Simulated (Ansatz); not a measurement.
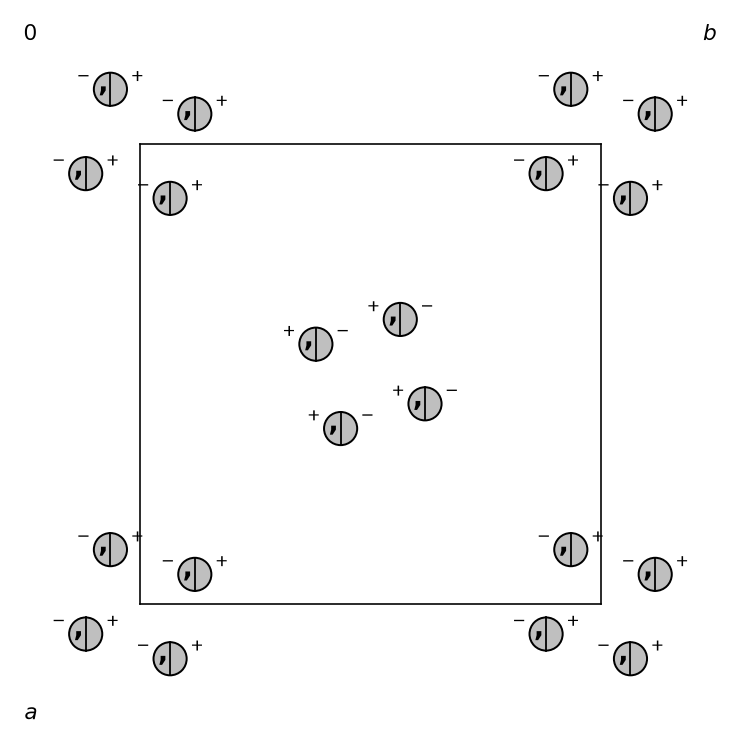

General positions of a space group, projected down c, computed from the operations of a computed or model structure of composition LiGeH3, which need not be its known form.

A circle is a general position, a comma marks the mirror image, + and − with a fraction give the height (along the projection axis: ½+ is ½ plus the coordinate, − is its negative), and a split circle stands for two positions above each other.

### Identify the space group.

P4/mbm (No. 127); primitive tetragonal, point group 4/mmm, 16 general positions a cell.

### Write the general positions (in any order).

x, y, z
−x, −y, −z
−y, x, z
y, −x, −z
−x, −y, z
x, y, −z
y, −x, z
−y, x, −z
x+1/2, −y+1/2, −z
−x+1/2, y+1/2, z
−y+1/2, −x+1/2, −z
y+1/2, x+1/2, z
−x+1/2, y+1/2, −z
x+1/2, −y+1/2, z
y+1/2, x+1/2, −z
−y+1/2, −x+1/2, z
